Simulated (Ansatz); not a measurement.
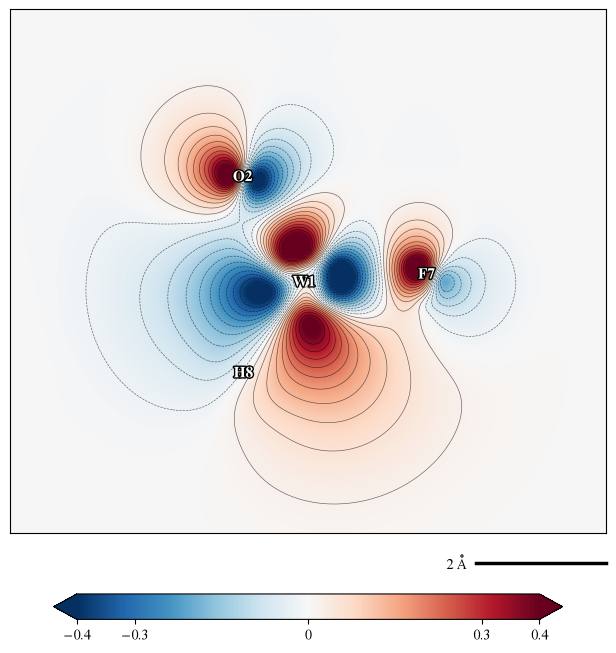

The picture shows: FH₅OW···HBr. One frontier orbital on the plane of atoms O2, W1 and H8 (values in Å⁻³ᐟ²; the overall sign is arbitrary).

Core potentials replace the inner electrons of W.

Computed with RKS r2SCANh-D4/def2-SVP in Ansatz.

Input

```
crystal:
  periodic: [false, false, false]
  atoms:
    - { symbol: W, position_ang: [-0.279072, -0.297943, 0.00672] }
    - { symbol: O, position_ang: [-0.487552, -0.21047, 1.914542] }
    - { symbol: H, position_ang: [-0.078035, 0.453693, 2.484653] }
    - { symbol: H, position_ang: [0.92482, 0.220412, -1.02032] }
    - { symbol: H, position_ang: [0.539383, 1.10633, 0.40337] }
    - { symbol: H, position_ang: [-1.866029, -0.092148, -0.524783] }
    - { symbol: F, position_ang: [0.270147, -1.933496, -0.723337] }
    - { symbol: H, position_ang: [-0.628268, 1.051895, -0.921306] }
    - { symbol: Br, position_ang: [2.412789, -1.996681, 2.028245] }
    - { symbol: H, position_ang: [1.066718, -1.632193, 2.581018] }
basis:
  gaussian: { orbitals: def2-SVP }
hamiltonian:
  xc: r2scanh
  dispersion: d4
relax:
  f_tol: 0.03
  max_steps: 50
output:
  orbitals: {}
```

Launched as:

```sh
ansatz run input.yaml --threads 4 --pin off --max-ram 5120MiB --backend cpu --events-out ev --progress --plain --runs-dir out
```

The fields are those of the run's last geometry, not of the input's.

Q: Which orbital is it: HOMO or LUMO?

A: The LUMO, at −2.65 eV. Its weight (Hirshfeld) is mainly on W1 (about 65 %), O2 (about 10 %) and F7 (about 5 %).
